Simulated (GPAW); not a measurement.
# Polarising a 7-layer slab of Pt(111) with a field along the normal

The dipole of the cell at several fields, atoms fixed. What does the strongest field give, and what length does the slope stand for?

How it was computed: GPAW 26.7.0, plane waves (400 eV), PAW setups, PBE, 13×13 mesh, a dipole layer in the vacuum; geometry relaxed without an applied field with GPAW. The cell's area is 6.65 Å², and e/ε0 = 180.95 V Å.

Results, with one row withheld:

```
field (V/Å)  dipole (e Å)
       −0.2       −0.1265
       −0.1       −0.0641
      −0.05       −0.0330
       0.05        0.0293
        0.1             ?
```

Q: What is the dipole at 0.1 V/Å?

**Working.** A line through the 4 points has the slope α = 0.623 e Å per V/Å and the intercept p₀ = −0.0018 e Å (r.m.s. residual 3.3e−05). At 0.1 V/Å it gives p = −0.0018 + 0.623 × 0.1 = 0.0605 e Å; the run gives 0.0605 e Å, so the response stays linear to 0.1 % of the induced part. Dividing by ε0 and the area: α/(ε0 A) = 0.623 × 180.95 / 6.65 = 16.95 Å, against 13.84 Å between the outer nuclei. A metal screens fully, so the excess of 3.11 Å puts the image planes about 1.55 Å outside the outer atoms on average.

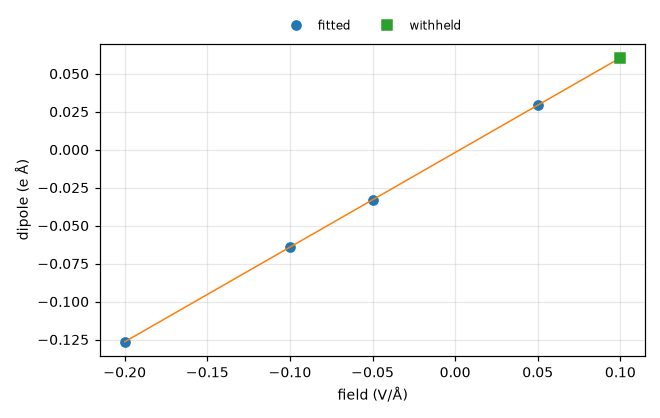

The line and the withheld run.

Caveats: This is the electronic response alone; ions that move would add to it in polar layers. No run was spin-polarised, so magnetic states weren't tested. Spin-orbit coupling is left out, which matters for the heavier atoms here.

[Logs are printed without paths, hosts, clocks, repeated set-up lines and the standing remarks that a program may print on its own settings, such as how far it seeks lower states.]
